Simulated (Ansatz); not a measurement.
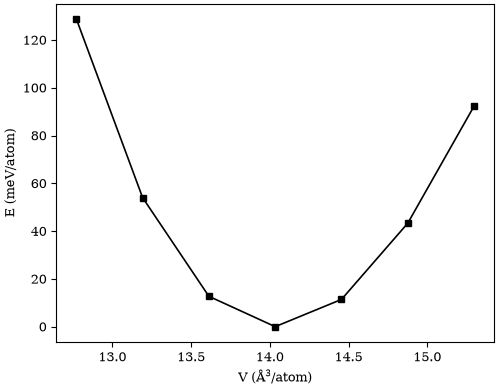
MoRh in space group P-6m2 (No. 187; Mo on 1b, Rh on 1c) under volume change, LDA (plane waves, PAW; program Ansatz), shape and atoms relaxed at each volume.

Problem. What does a third-order Birch–Murnaghan fit give for V₀, B₀ and B′?

Solution. V₀ = 14.03 Å³/atom, B₀ = 305 GPa, B′ = 4.5.

The workflow started from a Materials Project entry (that database holds measured and hypothetical structures alike); the Crystallography Open Database copy checked does not list it. With Mo and Rh taken as one species the cell has the higher symmetry P6_3/mmc, so it may be an ordered model of a mixed-site phase. Whether it is the stable phase at ambient conditions was not checked. Symmetry was held in the LDA relaxation; its stability against distortions is not shown here. The run is not spin-polarised.

Potentials: the later of the program's two PAW sets.
